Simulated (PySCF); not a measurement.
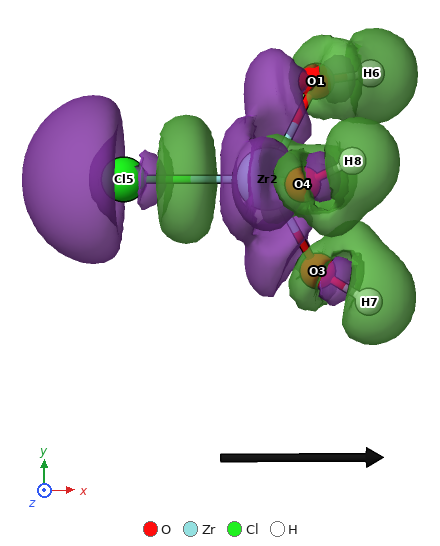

*ClH$_{3}$O$_{3}$Zr, SMILES `O[Zr](O)(O)Cl`. Change of the electron density in a uniform field of 0.21 V/Å along +x (arrow), surfaces at ±0.0015 e/Å³ (purple: gain, green: loss).*

PySCF calculation, PBE0/def2-TZVP, gas phase; geometry: GFN2-xTB. Core potentials replace the inner electrons of Zr; spin–orbit coupling isn't included. This is a single-reference result, which may miss multireference character in this system. No frequency check shows the geometry to be a minimum. A basis without diffuse functions makes polarisabilities too small. GFN2-xTB bond lengths at metals and heavier atoms can be off by up to 0.1 Å and shapes distorted, which carries into these values.

The calculation's input:

```python
import numpy as np
from pyscf import gto, scf, dft
from pyscf.scf import atom_ks, atom_hf
from scipy.linalg import block_diag

def solve(mol, dm0=None, hcore=None):
    mf = (dft.UKS if mol.spin else dft.RKS)(mol, xc='pbe0')
    mf.grids.level = 3
    mf = mf.density_fit(auxbasis='def2-universal-jkfit')
    mf.conv_tol, mf.max_cycle = 1e-8, 80
    if hcore is not None:
        mf.get_hcore = lambda *args: hcore
    mf.kernel(dm0)
    if not mf.converged:
        mf = mf.newton().run(mf.mo_coeff, mf.mo_occ, max_cycle=30)
    assert mf.converged, 'SCF not converged'
    return mf

mol = gto.M(atom='''
O      0.91549     1.56936    -0.72878
Zr     0.20426     0.00045    -0.00036
O      0.91478    -1.41783    -0.99350
O      0.90993    -0.15349     1.72584
Cl    -2.07591     0.00005    -0.00132
H      1.73594     1.70821    -1.21718
H      1.73377    -1.91214    -0.86741
H      1.72878     0.20096     2.09301
''', basis='def2-tzvp', ecp={'Zr': 'def2-tzvp'}, charge=0, spin=0, verbose=4)
field = np.array([0.004, 0.0, 0.0])  # atomic units
mol.set_common_orig(mol.atom_charges() @ mol.atom_coords() / mol.atom_charges().sum())
mf = solve(mol)
out = dict(dm0=mf.make_rdm1(), d0=mf.dip_moment(unit='AU'), e0=mf.e_tot)
for name, sign in (('p', 1), ('m', -1)):
    h = mf.get_hcore() + sign * np.einsum('x,xij->ij', field, mol.intor('int1e_r'))
    mi = solve(mol, mf.make_rdm1(), h)
    out.update({'dm' + name: mi.make_rdm1(), 'd' + name: mi.dip_moment(unit='AU'), 'e' + name: mi.e_tot})
# spherically averaged free atoms, for the promolecule
atom_ks.AtomSphAverageRKS.init_guess_by_vsap = lambda self, mol=None: self.init_guess_by_minao(mol)  # core potentials
atm = atom_ks.get_atm_nrks(mol, xc='pbe0')
pro = block_diag(*[(atm[a[0]][2] * atm[a[0]][3]) @ atm[a[0]][2].T for a in mol._atom])
np.savez('result.npz', pro=pro, **out)
```

Command:

```sh
OMP_NUM_THREADS=1 python input.py
```

The run took 82 s on 1 thread of Arm Neoverse V2 (shared host), peak memory 0.9 GiB.

Partitions, critical points and surface values were worked out afterwards from this run's density.

### What dipole is induced, and what polarisability does it imply?

The induced dipole is 0.68 D (along the field); α along this axis, from the fields in both directions, is 67 bohr³ (9.9 Å³).

### Which atoms gain and lose the most charge?

Electrons gather most on Cl5 (Hirshfeld charge changes by −0.022 e) and leave H6, H7 and H8 alike most (+0.006 e); 0.056 electrons are displaced in all.
